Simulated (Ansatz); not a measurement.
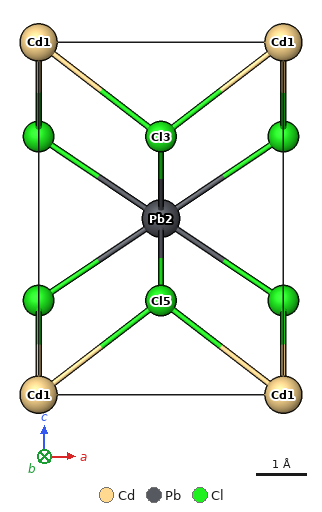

Crystalline CdPbCl4 (built on the NaHoF4-123 type type), before the relaxation. A ball-and-stick model of the cell of the calculation, seen along the b axis.

Computed with DFT, PBEsol, plane waves, PAW in Ansatz 0.2.0.

Input
```yaml
crystal:
  lattice:
    - [4.96083877, 0.0, 0.0]
    - [0.0, 4.96083877, 0.0]
    - [0.0, 0.0, 7.13916351]
  atoms:
    - { symbol: Cd, position: [0.0, 0.0, 0.0] }
    - { symbol: Pb, position: [0.5, 0.5, 0.5] }
    - { symbol: Cl, position: [0.5, 0.0, 0.73274685] }
    - { symbol: Cl, position: [0.0, 0.5, 0.26725315] }
    - { symbol: Cl, position: [0.5, 0.0, 0.26725315] }
    - { symbol: Cl, position: [0.0, 0.5, 0.73274685] }
kpoints:
  mp_grid: { grid: [4, 4, 4] }
hamiltonian:
  xc: pbesol
scf:
  occupations: { method: fermi_dirac, width: 0.03 }
relax:
  f_tol: 0.01
  cell: {}
  max_steps: 120
```

Launched with:
```bash
ansatz run input.yaml --threads 2 --pin off --max-ram 2211MiB --backend cpu --events-out ev --progress --plain --runs-dir out
```

Q: Where does the relaxation end?

A: The largest moves relative to the cell, 0.23 Å, are those of Cl3, Cl4, Cl5 and Cl6. Cl4 goes along −c. Cd and Pb stay in place. Cell: a = b 4.961 → 4.700 Å (−5.3 %), c 7.139 → 6.791 Å (−4.9 %). Volume −14.6 %. Near-neighbour distances that change, for instance: Cd1–Cl3 3.129 → 2.837 Å, Pb2–Cl3 2.986 → 2.964 Å. Bond angles that change, for instance: Pb2–Cl6–Pb2 112.4° → 104.9°. The space group stays P4/mmm (No. 123). After 5 accepted moves (6 points after the start) the energy has fallen by 154 meV per atom. The largest force component goes from 0.92 to 0.0024 eV/Å. Pressure: −4.10 GPa at the start and −0.01 GPa at the end. At 1 point the geometry stayed and the basis and grid were re-selected for the new cell (energy shift of 0.3 meV per atom at most each time).

The structure at the end:

```
CELL_PARAMETERS angstrom
4.70015 0.00000 0.00000
0.00000 4.70015 0.00000
0.00000 0.00000 6.79066
ATOMIC_POSITIONS crystal
Cd 0.00000 0.00000 0.00000
Pb 0.50000 0.50000 0.50000
Cl 0.50000 0.00000 0.76606
Cl 0.00000 0.50000 0.23394
Cl 0.50000 0.00000 0.23394
Cl 0.00000 0.50000 0.76606
```

After the run, drawn alike:

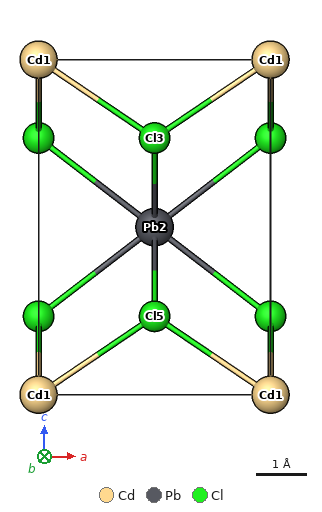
